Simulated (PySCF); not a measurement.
**H6N2Si, SMILES `N[SiH2]N`: what the electrons do**

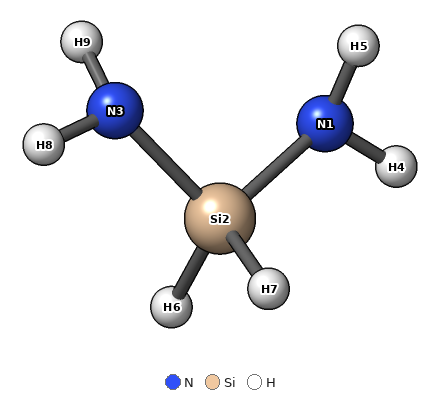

The molecule, with its atoms numbered as below. No frequency check shows the geometry to be a minimum.

Geometry (Å), atoms numbered from 1:

```
N1      -1.3499   -0.5323   -0.0448
Si2      0.0000    0.5400    0.0000
N3       1.3498   -0.5324    0.0448
H4      -2.2698   -0.1258   -0.0809
H5      -1.3480   -1.3061    0.6007
H6      -0.1699    1.3787   -1.1937
H7       0.1700    1.3788    1.1934
H8       2.2698   -0.1258    0.0808
H9       1.3479   -1.3062   -0.6006
```

Part 1: Bonding charge

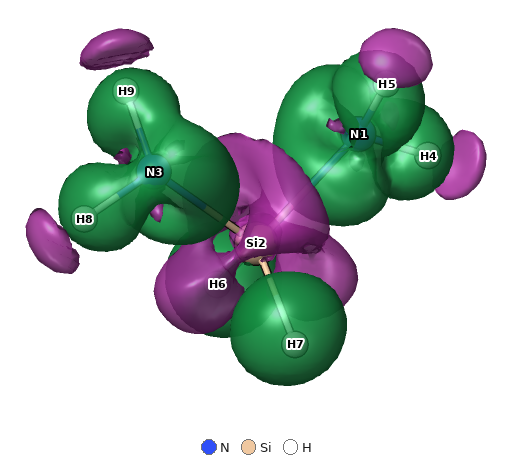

Deformation density (molecule less spherical, spin-averaged free atoms at the same positions), surfaces at ±0.07 e/Å³; green: gain, purple: loss.

Computed with PySCF, PBE/def2-TZVP, geometry: GFN2-xTB.

**How much density has each bond gained at its critical point, relative to the free atoms?**

N3–H8 and N1–H4: +0.77 e/Å³ at the bond critical point (bond length 1.01 Å, Mayer order 0.9). N1–H5 and N3–H9: +0.77 e/Å³ at the bond critical point (bond length 1.01 Å, Mayer order 0.9). Si2–H7 and Si2–H6: +0.23 e/Å³ at the bond critical point (bond length 1.47 Å, Mayer order 0.9). Si2–N3: +0.14 e/Å³ at the bond critical point (bond length 1.72 Å, Mayer order 1.2). N1–Si2: +0.14 e/Å³ at the bond critical point (bond length 1.73 Å, Mayer order 1.2). In all, 1.9 electrons gather in the regions of gain relative to the promolecule. A small or negative value marks a very polar bond, one between electron-rich atoms, whose free-atom densities already overlap strongly, a long bond to a heavier atom, or a closed-shell contact such as a hydrogen bond.

**Where do the Hirshfeld charges lie?**

The highest Hirshfeld charge is on Si2 (+0.35 e), the lowest on N1 and N3 (−0.30 e).

Part 2: Bond critical points

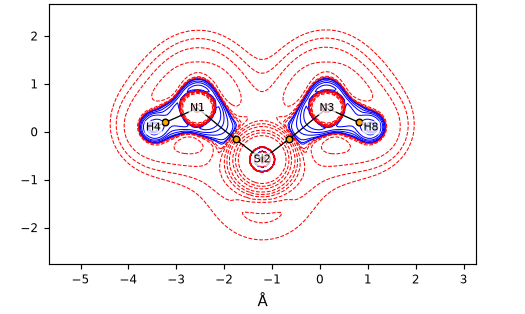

Negative Laplacian of the density (−∇²ρ) in the plane of N1, Si2, N3, H4 and H8 (solid blue lines positive, dashed red lines negative, contours at ±0.02 to ±8 a.u.), with bond paths and bond critical points (dots).

**At which bond critical points in this plane is charge locally concentrated, and at which depleted?**

Concentrated (∇²ρ < 0): N3–H8 and N1–H4 (−1.60 a.u.). Depleted (∇²ρ > 0): Si2–N3 (+0.53 a.u., H = −0.062); N1–Si2 (+0.53 a.u., H = −0.062). A positive Laplacian with clearly negative H marks a strongly polar covalent bond, whose critical point lies close to the core of the less electronegative atom.

**Where along N3–H8 does the critical point lie?**

0.74 Å from N3 and 0.27 Å from H8.

Part 3: Electrostatic potential

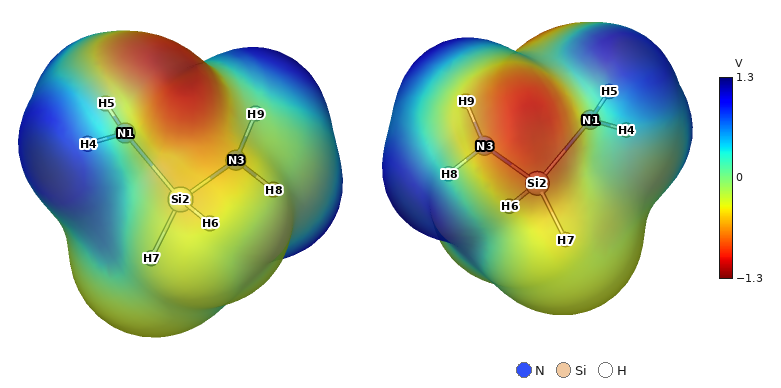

Electrostatic potential on the surface of electron density 0.001 a.u. (back view left, front view right).

**Where are the extremes of the potential on the surface?**

Highest: 1.24 V, 1.3 Å from H4, and at like points elsewhere. Lowest: −1.12 V, 2.1 Å from N1, and at like points elsewhere. Further minima include −0.33 V, 1.5 Å from H6, and at like points elsewhere. The surface is sampled at points, so like sites can differ by a few per cent and only the strongest of them is named.

Part 4: In an electric field

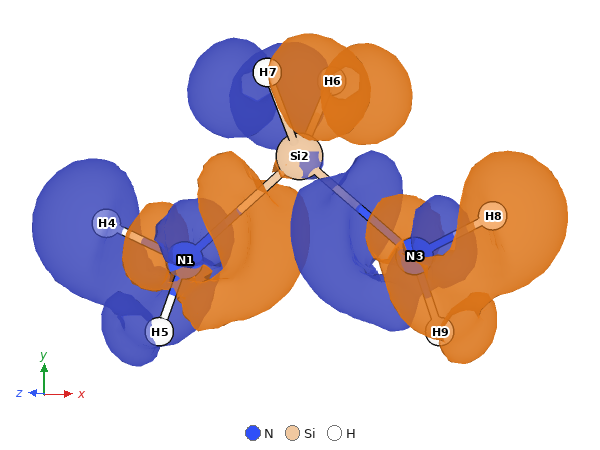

Change of the electron density in a uniform field of 0.21 V/Å, surfaces at ±0.002 e/Å³ (orange: gain, blue: loss).

Computed with PySCF, PBE/def2-TZVP, geometry: GFN2-xTB. A basis without diffuse functions makes polarisabilities too small.

The field was applied in both directions; the picture shows the one opposite to the script's first.

**Along which Cartesian direction does the field point?**

Along −x: electrons gather on the +x side, against the field.

**How large is the response?**

The induced dipole is 0.46 D (along the field); α along this axis, from the fields in both directions, is 45 bohr³ (6.7 Å³).

The PySCF runs shown took 7.7 s and 17 s on 1 thread of Intel(R) Xeon(R) 6975P-C (Granite Rapids), on a shared host.
